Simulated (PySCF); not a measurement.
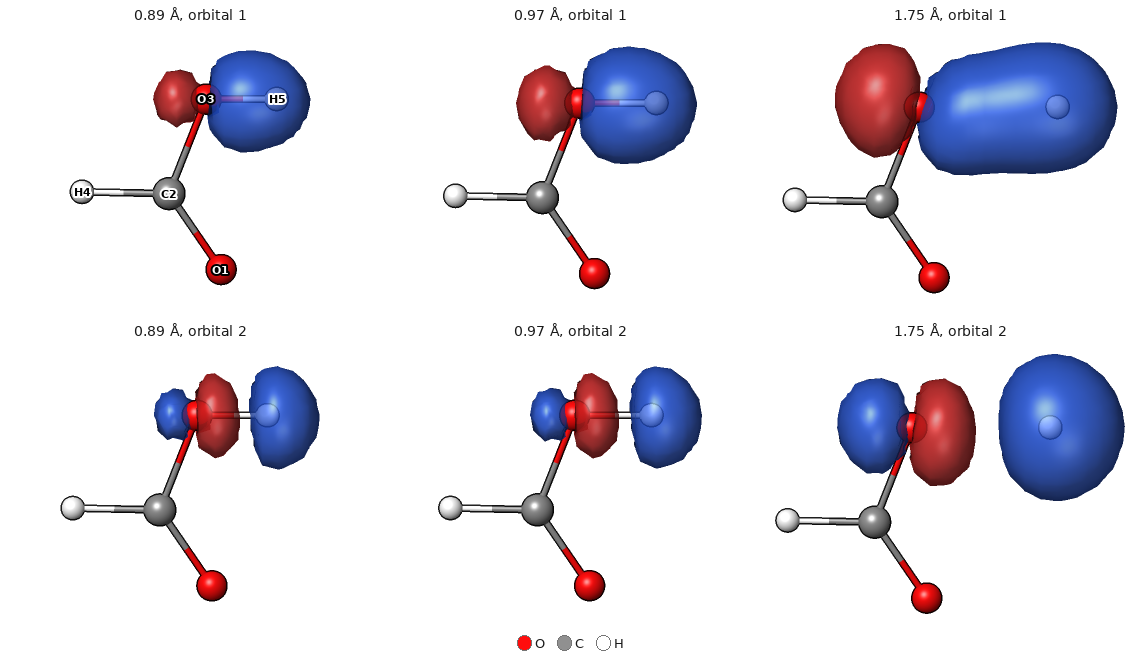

Figure 1: CH2O2, SMILES `O=CO`. Rigid stretch of the O3–H5 bond. The two CASSCF(2,2) natural orbitals nearest half filling (orbital 1 the more occupied).

PySCF calculation, def2-SVP basis, gas phase; geometry: GFN2-xTB. No frequency check shows the geometry to be a minimum.

The calculation's input:

```python
import numpy as np
from pyscf import gto, scf, mcscf

mol = gto.M(atom='''
O      1.12837     0.26266     0.00000
C      0.13115    -0.39164     0.00000
O     -1.10206     0.08531     0.00000
H      0.10023    -1.49182     0.00000
H     -1.09753     1.05798     0.00000
''', basis='def2-svp', charge=0, spin=0, verbose=4)
# stretch the bond between atoms 3 and 5, from long to short, fragments rigid
a, b, move = 2, 4, [4]
xyz = mol.atom_coords(unit='Angstrom')
u = xyz[b] - xyz[a]
r0 = np.linalg.norm(u)
rows, last, dm_u = [], None, None
for r in [2.72, 2.13, 1.75, 1.5, 1.31, 1.16, 1.07, 0.97, 0.89]:
    new = xyz.copy()
    new[move] += u / r0 * (r - r0)
    m = mol.set_geom_(new, unit='Angstrom', inplace=False)
    rhf = scf.RHF(m).density_fit(auxbasis='def2-universal-jkfit').run()
    uhf = scf.UHF(m).density_fit(auxbasis='def2-universal-jkfit').newton()
    if dm_u is None:
        c = rhf.mo_coeff
        h = m.nelectron // 2 - 1
        ca, cb = c.copy(), c.copy()
        ca[:, h], cb[:, h] = (c[:, h] + c[:, h + 1]) / 2**.5, (c[:, h] - c[:, h + 1]) / 2**.5
        dm_u = np.array([x[:, :h + 1] @ x[:, :h + 1].T for x in (ca, cb)])
    uhf.kernel(dm0=dm_u)
    for _ in range(3):
        c, _, stable, _ = uhf.stability(return_status=True)
        if stable:
            break
        uhf.kernel(c, uhf.mo_occ)
    dm_u = uhf.make_rdm1()
    mc = mcscf.CASSCF(rhf, 2, 2)
    mc.natorb = True
    mc.fix_spin_(ss=0)
    guess = mcscf.addons.make_natural_orbitals(uhf)[1] if last is None else mcscf.project_init_guess(mc, last.mo_coeff, last.mol)
    mc.kernel(guess)
    last = mc
    act = slice(mc.ncore, mc.ncore + mc.ncas)
    print('r %.3f  RHF %.6f  UHF %.6f  <S^2> %.3f  CASSCF %.6f  occupations' % (r, rhf.e_tot, uhf.e_tot, uhf.spin_square()[0], mc.e_tot), mc.mo_occ[act].round(4))
    rows.append((new, rhf.e_tot, uhf.e_tot, uhf.spin_square()[0], mc.e_tot, mc.mo_occ[act], mc.mo_coeff[:, act], dm_u[0] - dm_u[1], rhf.converged and uhf.converged and mc.converged))
    np.savez('result.npz', **{k: [row[i] for row in rows] for i, k in enumerate('xyz rhf uhf s2 cas occ c spin ok'.split())})
```

Run with:

```sh
OMP_NUM_THREADS=1 python input.py
```

The run took 33 s on 1 thread of Arm Neoverse V2, on a shared host, peak memory 0.24 GiB.

Q: How do the occupations change along the stretch?

A: 0.89 Å: 1.99 and 0.01; 0.97 Å: 1.98 and 0.02; 1.75 Å: 1.75 and 0.25. At the longest distance computed (2.72 Å) they are 1.19 and 0.81, and the effective number of unpaired electrons is 1.9.

Q: Where does the UHF solution part from RHF?

A: Between 1.31 Å (⟨S²⟩ = 0, the two coincide) and 1.50 Å (⟨S²⟩ = 0.34); at 2.72 Å ⟨S²⟩ is 1.00 and UHF lies 4.8 eV below RHF.

Q: How much energy does the stretch cost?

A: By CASSCF, 4.5 eV from the lowest point of the scan (0.97 Å) to 2.72 Å; RHF gives 8.6 eV from its own lowest point. The fragments aren't relaxed and dynamic correlation is missing, so this isn't a bond dissociation energy.
